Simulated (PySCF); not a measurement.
## Two runs on GeCl₄

System: GeCl₄.
Method of run A: TDDFT PBE0/6-31G*, vertical, gas phase, core orbitals frozen in the response (PySCF 2.14.0).

The geometry comes from this level: PBE0-D3(BJ)/def2-SVP. Text and figures count atoms from 1; the logs count them from 0 in places.

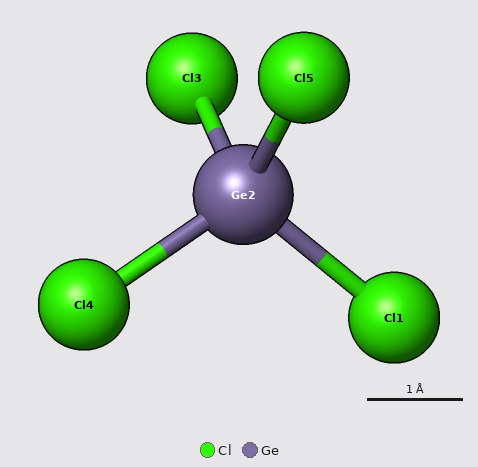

**Figure 1.** The structure as given in the input (ball-and-stick view, seen at a tilt; atoms are numbered from 1 in the order of the input). Sticks mark near contacts. Bond lengths as drawn: Cl–Ge 2.12 Å.

## Input, run A
```
{"job": {"kind": "uv", "xc": "PBE0", "basis": "6-31G*"}, "charge": 0, "multiplicity": 1}
Cl    -0.938388    -1.600596    -1.031088
Ge     0.004037     0.002765    -0.006749
Cl     2.095995    -0.348593     0.111281
Cl    -0.343647     1.812040    -1.062057
Cl    -0.800758     0.140095     1.954253
```

The first line tells a small driver script what to run in PySCF; the rest is the geometry in Å.

Hardware: 1 CPU thread, shared host.

## Output (run A)
```
coarse grid: 32680 points
cycle   1  E = -3916.6452901333  dE =  1.895e-02  |g| = 6.769e-01  |ddm| = 2.725e+00
cycle   2  E = -3916.5328779019  dE =  1.124e-01  |g| = 1.023e+00  |ddm| = 1.954e+00
cycle   3  E = -3916.7476154457  dE = -2.147e-01  |g| = 3.462e-02  |ddm| = 1.158e+00
cycle   4  E = -3916.7478761985  dE = -2.608e-04  |g| = 1.290e-02  |ddm| = 5.377e-02
cycle   5  E = -3916.7479231267  dE = -4.693e-05  |g| = 2.235e-03  |ddm| = 1.915e-02
cycle   6  E = -3916.7479246219  dE = -1.495e-06  |g| = 4.267e-04  |ddm| = 3.301e-03
final grid: 60024 points
cycle   7  E = -3916.7478304118  dE = -2.552e-08  |g| = 3.830e-04  |ddm| = 8.565e-04
cycle   8  E = -3916.7478304174  dE = -5.612e-09  |g| = 3.399e-04  |ddm| = 4.672e-04
cycle   9  E = -3916.7478304284  dE = -1.092e-08  |g| = 1.538e-05  |ddm| = 1.777e-04
cycle  10  E = -3916.7478304284  dE = -5.093e-11  |g| = 2.559e-06  |ddm| = 2.201e-05
converged SCF energy = -3916.7478304284

Static polarisability (au): isotropic 63.258, principal 62.942 63.331 63.502

Singlet excitations
state   eV       nm        f      main configurations
  1   5.7737    214.7   0.00000   H->L 0.99
  2   5.7779    214.6   0.00000   H-1->L 0.98
  3   5.7803    214.5   0.00000   H-2->L 0.97
  4   6.4796    191.3   0.06681   H-3->L 0.94
  5   6.4861    191.2   0.06749   H-4->L 0.89
  6   6.4876    191.1   0.06772   H-5->L 0.90
  7   6.5404    189.6   0.00009   H-6->L 0.98
  8   6.5538    189.2   0.00010   H-7->L 0.98
  9   8.5042    145.8   0.00000   H->L+1 0.51, H-1->L+1 0.11, H-2->L+2 0.10
 10   8.5173    145.6   0.00003   H-1->L+1 0.43, H-10->L 0.19, H-9->L 0.14

Triplet excitations (Tamm-Dancoff, eV): 5.3713 5.3754 5.3777 5.8324
```

For run B the input was changed thus:
```diff
-"basis": "6-31G*"
+"basis": "def2-SVP"
```

Predict how the results change.

The total energy of run B is 296.9 kcal/mol higher, which measures the change of basis and not a stability. The HOMO goes from −9.69 to −9.53 eV. The LUMO goes from −2.50 to −2.15 eV. The lowest excitation goes from 5.77 to 5.95 eV. The strongest computed line goes from 6.49 to 6.66 eV. The number of SCF iterations is the same.

## Output (run B)
```
coarse grid: 32680 points
cycle   1  E = -3916.1739293751  dE = -7.361e-02  |g| = 6.741e-01  |ddm| = 2.651e+00
cycle   2  E = -3916.0468288400  dE =  1.271e-01  |g| = 1.041e+00  |ddm| = 1.812e+00
cycle   3  E = -3916.2745072128  dE = -2.277e-01  |g| = 3.561e-02  |ddm| = 1.098e+00
cycle   4  E = -3916.2747455245  dE = -2.383e-04  |g| = 1.464e-02  |ddm| = 4.419e-02
cycle   5  E = -3916.2748037514  dE = -5.823e-05  |g| = 2.469e-03  |ddm| = 1.804e-02
cycle   6  E = -3916.2748053535  dE = -1.602e-06  |g| = 3.441e-04  |ddm| = 2.897e-03
final grid: 60024 points
cycle   7  E = -3916.2747321053  dE = -1.892e-08  |g| = 3.885e-04  |ddm| = 8.267e-04
cycle   8  E = -3916.2747320877  dE =  1.762e-08  |g| = 5.004e-04  |ddm| = 7.198e-04
cycle   9  E = -3916.2747321266  dE = -3.891e-08  |g| = 3.854e-05  |ddm| = 4.466e-04
cycle  10  E = -3916.2747321270  dE = -3.756e-10  |g| = 5.008e-06  |ddm| = 5.337e-05
converged SCF energy = -3916.2747321270

Static polarisability (au): isotropic 58.686, principal 58.394 58.753 58.911

Singlet excitations
state   eV       nm        f      main configurations
  1   5.9474    208.5   0.00000   H->L 0.99
  2   5.9519    208.3   0.00000   H-1->L 0.98
  3   5.9544    208.2   0.00000   H-2->L 0.98
  4   6.6491    186.5   0.05403   H-3->L 0.93
  5   6.6558    186.3   0.05446   H-4->L 0.88
  6   6.6575    186.2   0.05483   H-5->L 0.89
  7   6.6878    185.4   0.00021   H-6->L 0.98
  8   6.7012    185.0   0.00019   H-7->L 0.98
  9   8.6556    143.2   0.00000   H->L+1 0.47, H-1->L+1 0.12, H-2->L+2 0.10
 10   8.6833    142.8   0.00015   H-1->L+1 0.48, H-9->L 0.20, H-10->L 0.13

Triplet excitations (Tamm-Dancoff, eV): 5.5388 5.5431 5.5455 5.9836
```

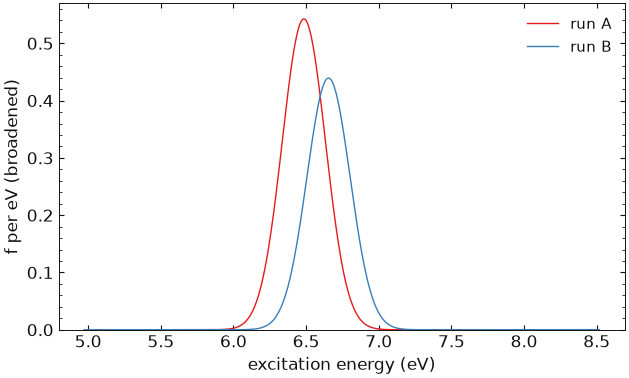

**Figure 2.** Absorption of the two runs from their computed states, each broadened by a Gaussian of 0.35 eV full width; the range ends where the shorter list of states ends.

## The two runs side by side

```tsv
quantity	run A	run B
outcome	converged	converged
total energy (hartree)	−3916.747830	−3916.274732
HOMO (eV)	−9.69	−9.53
LUMO (eV)	−2.50	−2.15
dipole moment (D)	0.01	0.01
lowest excitation (eV)	5.77	5.95
SCF iterations	10	10
strongest computed line (eV)	6.49	6.66
basis functions	104	104
wall time (shared host)	9.8 s	9.6 s
```

For both runs: Spin–orbit coupling is left out, which matters for the heavy atoms.
